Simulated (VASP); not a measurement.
Band structure of HfC (rock salt). Calculation: PBE GGA, VASP's PBE PAW potentials (set 64) (plane waves; VASP).

Unless said otherwise, spin-orbit coupling is left out, though it shifts the bands of the heavy elements here.

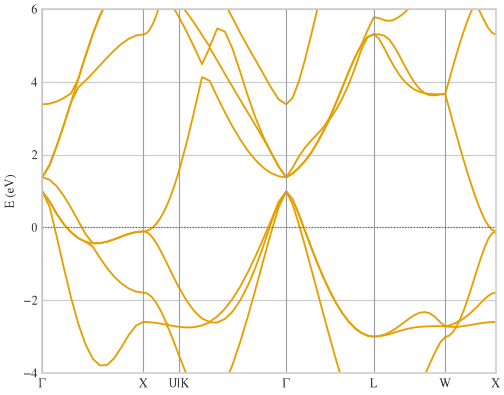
Bands along high-symmetry lines, zero at the valence-band maximum or, without a gap, the Fermi level

Task: Read the plot: is there a gap, and where are the band edges?

Result: It has no gap at this level: it comes out as a metal or semimetal. (Edges off the drawn lines would not show.)

The compound is HfC in the rock salt structure. It was relaxed first.
